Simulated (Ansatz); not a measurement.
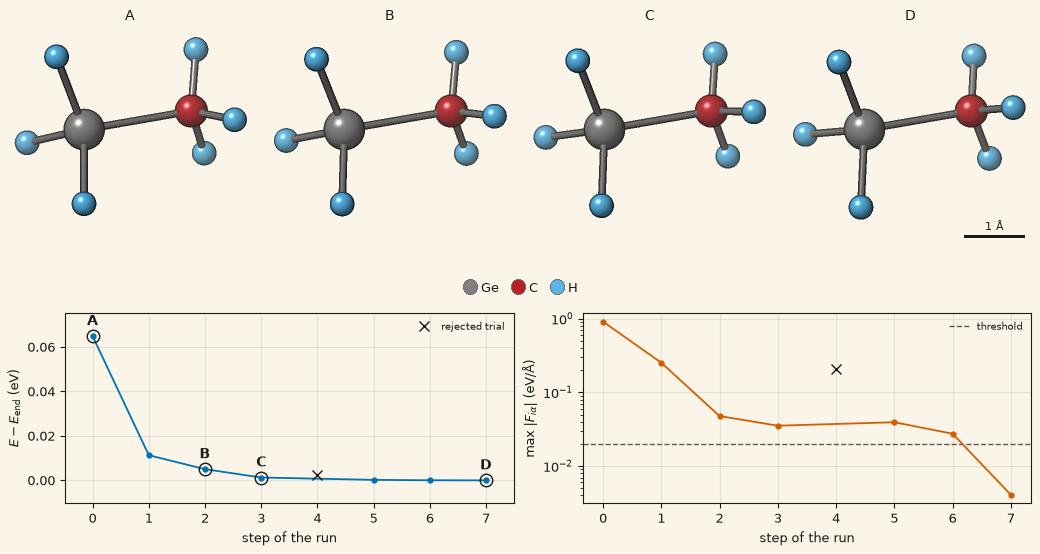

Frames of a relaxation of CH6Ge, marked on the history of the run. Style: ball-and-stick. Shown at a tilt.

The run prepares the start of a later molecular dynamics calculation, from a guessed geometry.

Theory: Ansatz, RKS BHLYP-D4/def2-mTZVP. (no spin polarisation; force threshold 0.02 eV/Å; at most 40 steps)

What happens along the run?

Answer. The largest moves after the best rigid fit, 0.21 Å, are those of H atoms. Largest moves by element: H 0.21 Å, Ge 0.01 Å. C stays in place. Some distances before and after: C–H 1.110 → 1.083 Å, Ge–H 1.549 → 1.533 Å, C–Ge 1.960 → 1.955 Å. Over 6 accepted moves (7 points after the start) the energy falls by 0.065 eV. Largest force component: 0.91 eV/Å at the start, 0.0041 eV/Å at the end. The line search rejected the trial step at point 4 of the run. The run took 17 s on 1 thread of Arm Neoverse V2, with other jobs on the host, peak memory 0.14 GiB. From step 0 to 2: H atoms move most (0.07 Å), energy −0.060 eV. From step 2 to 3: H atoms move most (0.08 Å), energy −0.004 eV. From step 3 to 7: H atoms move most (0.07 Å), energy −0.001 eV.

```json
{"step": "0", "E − E(0), eV": "0.0000", "largest force component, eV/Å": "0.9115", "note": ""}
{"step": "1", "E − E(0), eV": "-0.0536", "largest force component, eV/Å": "0.2523", "note": ""}
{"step": "2", "E − E(0), eV": "-0.0599", "largest force component, eV/Å": "0.0477", "note": ""}
{"step": "3", "E − E(0), eV": "-0.0636", "largest force component, eV/Å": "0.0353", "note": ""}
{"step": "4", "E − E(0), eV": "-0.0626", "largest force component, eV/Å": "0.2055", "note": "rejected"}
{"step": "5", "E − E(0), eV": "-0.0647", "largest force component, eV/Å": "0.0394", "note": ""}
{"step": "6", "E − E(0), eV": "-0.0649", "largest force component, eV/Å": "0.0275", "note": ""}
{"step": "7", "E − E(0), eV": "-0.0649", "largest force component, eV/Å": "0.0041", "note": ""}
```
